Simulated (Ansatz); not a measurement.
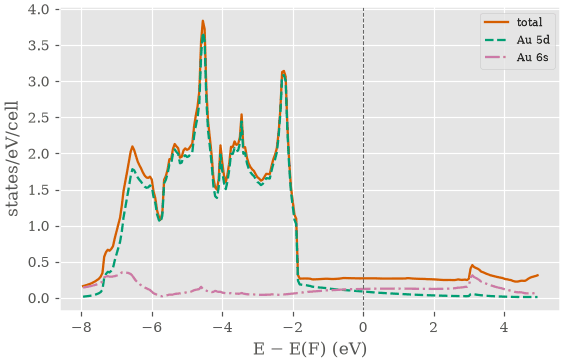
Fig. 1. Total and projected density of states of Au (fcc (Cu type), Fm-3m), the program Ansatz at the r²SCAN level (PAW)

Problem. Which orbitals carry the states next to the Fermi level?

Solution. Within 0.5 eV of the Fermi level: Au 6s 46 %, Au 5d 32 %, outside the projected shells 22 %. Projections are on Löwdin-orthogonalised atomic valence shells; empty p or d shells of many metals are not among them.

Problem. Where is the tallest occupied peak in this window, and what makes it?

Solution. Near -4.5 eV, about 3.8 states/eV per cell; the largest projected share is Au 5d.

Symmetry was held in the r²SCAN relaxation. Scalar-relativistic: spin–orbit coupling is off unless named, which matters more the heavier the elements.

Potentials: the earlier of the program's two PAW sets.
